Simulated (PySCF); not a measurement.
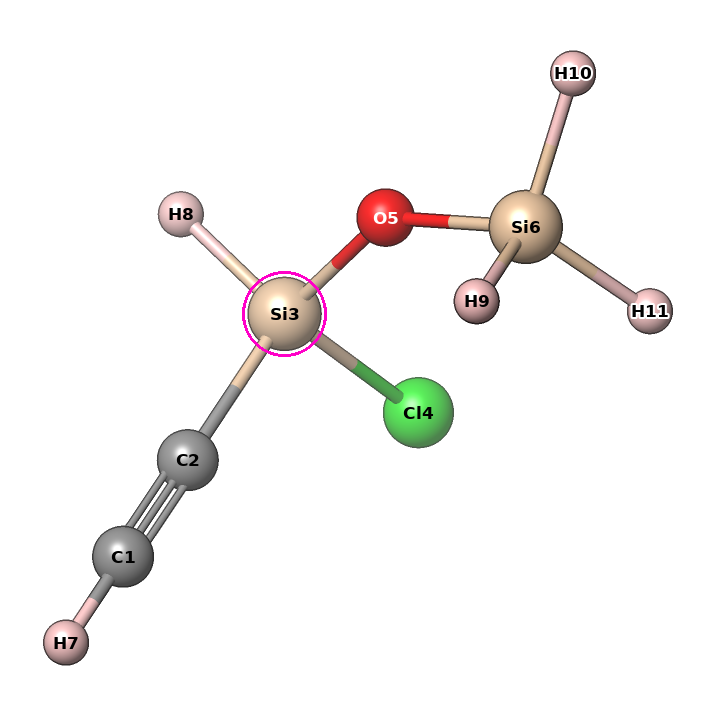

Depth is shown by fading: the farther an atom, the more it takes the colour of the background. Circles mark the stereogenic atoms. The computed structure is the end point of a PBE0-D3(BJ)/def2-SVP optimisation. No frequency run is at hand to confirm it as a minimum.

Q: Assign CIP descriptors.

A: Si3: S (priorities Cl4 > O5 > C2 > H8).
